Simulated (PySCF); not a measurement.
**What a change does: NMR shielding calculation on C4H7FOS**

System: C4H7FOS.
Method of run A: GIAO PBE/pcSseg-1 NMR shielding, non-relativistic, gas phase (PySCF 2.14.0).

The geometry comes from this level: GFN2-xTB. Text and figures count atoms from 1; the logs count them from 0 in places.

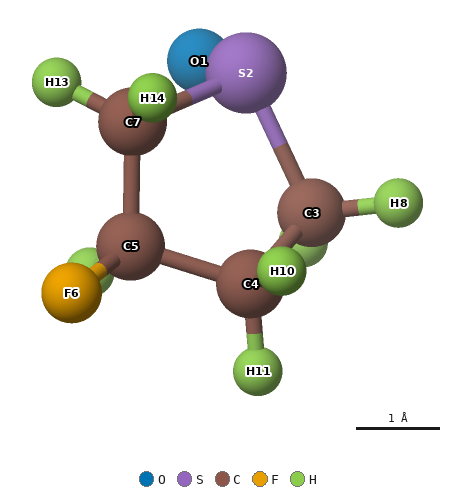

Figure 1. The input geometry (ball-and-stick view, seen at a tilt; atoms are numbered from 1 in the order of the input). Bond lengths as drawn: C–C 1.51 to 1.53 Å, C–F 1.38 Å, C–H 1.09 to 1.10 Å, C–S 1.86 to 1.87 Å and O–S 1.46 Å.

**Input file, run A**
```
{"job": {"kind": "nmr", "xc": "PBE", "basis": "pcSseg-1", "pop": false}, "charge": 0, "multiplicity": 1}
O     -0.043182     1.999969    -1.675397
S      0.080610     1.738616    -0.244575
C      1.370324     0.387992    -0.099865
C      0.702063    -0.851072     0.458670
C     -0.725295    -0.840801    -0.081272
F     -1.487273    -1.802609     0.548836
C     -1.274443     0.546001     0.192341
H      2.178860     0.752407     0.528417
H      1.733973     0.241538    -1.115214
H      0.656663    -0.814804     1.549258
H      1.227422    -1.761646     0.168926
H     -0.755055    -1.077318    -1.151471
H     -2.152868     0.791295    -0.398798
H     -1.490676     0.665071     1.252929
```

The first line tells a small driver script what to run in PySCF; the rest is the geometry in Å.

Command:
```bash
OMP_NUM_THREADS=1 python <driver script> task.json out
```

Hardware: 1 CPU thread, shared host.

**Output (run A)**
```
coarse grid: 12480 points
cycle   1  E = -728.9388823126  dE =  1.069e+00  |g| = 1.099e+00  |ddm| = 3.551e+00
cycle   2  E = -726.2930368809  dE =  2.646e+00  |g| = 3.368e+00  |ddm| = 6.784e+00
cycle   3  E = -729.0453759483  dE = -2.752e+00  |g| = 6.962e-01  |ddm| = 6.552e+00
cycle   4  E = -729.1513652160  dE = -1.060e-01  |g| = 2.716e-01  |ddm| = 1.046e+00
cycle   5  E = -729.1664028323  dE = -1.504e-02  |g| = 6.099e-02  |ddm| = 2.831e-01
cycle   6  E = -729.1671727415  dE = -7.699e-04  |g| = 2.601e-02  |ddm| = 8.581e-02
cycle   7  E = -729.1673284096  dE = -1.557e-04  |g| = 8.524e-03  |ddm| = 3.210e-02
cycle   8  E = -729.1673419058  dE = -1.350e-05  |g| = 2.889e-03  |ddm| = 8.597e-03
cycle   9  E = -729.1673434446  dE = -1.539e-06  |g| = 1.195e-03  |ddm| = 3.033e-03
final grid: 117000 points
cycle  10  E = -729.2503157196  dE =  1.256e-05  |g| = 2.205e-02  |ddm| = 4.240e-02
cycle  11  E = -729.2496659045  dE =  6.498e-04  |g| = 5.904e-02  |ddm| = 8.386e-02
cycle  12  E = -729.2504084138  dE = -7.425e-04  |g| = 8.144e-03  |ddm| = 6.883e-02
cycle  13  E = -729.2504215738  dE = -1.316e-05  |g| = 1.048e-03  |ddm| = 7.316e-03
cycle  14  E = -729.2504217932  dE = -2.194e-07  |g| = 3.517e-04  |ddm| = 1.400e-03
cycle  15  E = -729.2504218155  dE = -2.223e-08  |g| = 7.458e-05  |ddm| = 4.416e-04
cycle  16  E = -729.2504218167  dE = -1.265e-09  |g| = 1.711e-05  |ddm| = 1.033e-04
cycle  17  E = -729.2504218168  dE = -4.593e-11  |g| = 7.328e-06  |ddm| = 1.779e-05
converged SCF energy = -729.2504218168

GIAO shielding tensors (ppm)
atom      isotropic    diamagn.    paramagn.     s11        s22        s33       span
  0 O      218.554     396.111    -177.556    -62.428    227.519    490.572    553.000
  1 S      111.956    1051.816    -939.860    -30.969     61.088    305.748    336.717
  2 C      119.615     254.474    -134.858     63.572    122.090    173.184    109.612
  3 C      143.703     248.651    -104.948    113.192    147.958    169.959     56.767
  4 C       80.299     243.459    -163.161     33.088     68.890    138.919    105.831
  5 F      374.749     470.220     -95.472    362.947    374.010    387.290     24.343
  6 C      117.405     255.709    -138.304     86.168    111.895    154.153     67.986
  7 H       27.971      29.810      -1.839     25.577     27.038     31.299      5.723
  8 H       29.493      30.951      -1.458     26.384     28.101     33.993      7.609
  9 H       29.768      30.658      -0.890     26.554     28.503     34.247      7.693
 10 H       28.839      29.605      -0.765     24.883     26.828     34.806      9.923
 11 H       25.536      30.373      -4.837     22.795     26.735     27.079      4.284
 12 H       28.629      30.208      -1.579     26.249     26.988     32.651      6.402
 13 H       29.297      30.990      -1.693     26.441     28.472     32.977      6.536
```

Run B used a changed input.

**The two runs side by side**

| quantity | run A | run B |
| --- | --- | --- |
| outcome | converged | converged |
| total energy (hartree) | −729.250422 | −729.292280 |
| HOMO (eV) | −5.35 | −6.75 |
| LUMO (eV) | −0.49 | 0.49 |
| dipole moment (D) | 2.66 | 2.89 |
| shielding of O1 (ppm) | 218.6 | 249.4 |
| shielding of S2 (ppm) | 112.0 | 143.6 |
| shielding of C3 (ppm) | 119.6 | 126.4 |
| shielding of C4 (ppm) | 143.7 | 150.0 |
| shielding of C5 (ppm) | 80.3 | 89.1 |
| shielding of F6 (ppm) | 374.7 | 391.2 |
| shielding of C7 (ppm) | 117.4 | 124.1 |
| SCF iterations | 17 | 15 |
| basis functions | 161 | 161 |
| wall time (shared host) | 42 s | 28 s |

What was changed in the input?

The change (lines with − go, lines with + come):
```diff
-"xc": "PBE"
+"xc": "PBE0"
```

The total energies belong to different methods, so their difference says nothing on which is more stable or more accurate. The HOMO goes from −5.35 to −6.75 eV. The LUMO goes from −0.49 to 0.49 eV. The dipole moment goes from 2.66 to 2.89 D. Of all shieldings, the largest change is that of S2, by +31.7 ppm. The functional changes from PBE to PBE0. Exact exchange removes part of the self-interaction error of semilocal functionals, which pushes filled and empty levels apart. The SCF takes 15 iterations against 17.

**Output (run B)**
```
coarse grid: 12480 points
cycle   1  E = -729.0539305085  dE =  1.222e+00  |g| = 9.710e-01  |ddm| = 3.481e+00
cycle   2  E = -728.2358598279  dE =  8.181e-01  |g| = 2.211e+00  |ddm| = 3.649e+00
cycle   3  E = -729.2107614457  dE = -9.749e-01  |g| = 2.988e-01  |ddm| = 3.109e+00
cycle   4  E = -729.2275796517  dE = -1.682e-02  |g| = 1.227e-01  |ddm| = 3.830e-01
cycle   5  E = -729.2303417454  dE = -2.762e-03  |g| = 1.745e-02  |ddm| = 1.056e-01
cycle   6  E = -729.2303969208  dE = -5.518e-05  |g| = 7.406e-03  |ddm| = 2.084e-02
cycle   7  E = -729.2304073323  dE = -1.041e-05  |g| = 1.578e-03  |ddm| = 6.834e-03
cycle   8  E = -729.2304078849  dE = -5.527e-07  |g| = 4.679e-04  |ddm| = 2.463e-03
final grid: 117000 points
cycle   9  E = -729.2922522526  dE = -2.800e-05  |g| = 1.125e-02  |ddm| = 2.834e-02
cycle  10  E = -729.2921953693  dE =  5.688e-05  |g| = 1.992e-02  |ddm| = 2.833e-02
cycle  11  E = -729.2922791214  dE = -8.375e-05  |g| = 2.477e-03  |ddm| = 2.001e-02
cycle  12  E = -729.2922803008  dE = -1.179e-06  |g| = 3.120e-04  |ddm| = 2.225e-03
cycle  13  E = -729.2922803167  dE = -1.588e-08  |g| = 1.285e-04  |ddm| = 3.583e-04
cycle  14  E = -729.2922803191  dE = -2.349e-09  |g| = 3.616e-05  |ddm| = 1.214e-04
cycle  15  E = -729.2922803193  dE = -2.631e-10  |g| = 5.621e-06  |ddm| = 4.537e-05
converged SCF energy = -729.2922803193

GIAO shielding tensors (ppm)
atom      isotropic    diamagn.    paramagn.     s11        s22        s33       span
  0 O      249.351     396.089    -146.738    -11.565    246.760    512.858    524.423
  1 S      143.643    1051.153    -907.510      6.143    103.591    321.196    315.053
  2 C      126.436     254.029    -127.593     73.047    128.090    178.172    105.125
  3 C      150.001     248.551     -98.550    120.341    154.840    174.822     54.481
  4 C       89.099     243.142    -154.043     42.732     77.770    146.795    104.063
  5 F      391.225     470.807     -79.582    381.087    390.391    402.197     21.110
  6 C      124.109     255.249    -131.140     93.719    118.512    160.096     66.377
  7 H       28.112      29.689      -1.577     25.288     26.977     32.070      6.782
  8 H       29.455      30.652      -1.196     26.158     27.860     34.348      8.190
  9 H       29.900      30.501      -0.601     26.420     28.415     34.866      8.446
 10 H       28.978      29.558      -0.580     24.815     26.742     35.378     10.563
 11 H       25.774      30.170      -4.396     22.842     27.010     27.469      4.627
 12 H       28.597      29.953      -1.357     25.857     26.851     33.082      7.225
 13 H       29.396      30.734      -1.338     26.194     28.438     33.555      7.362
```
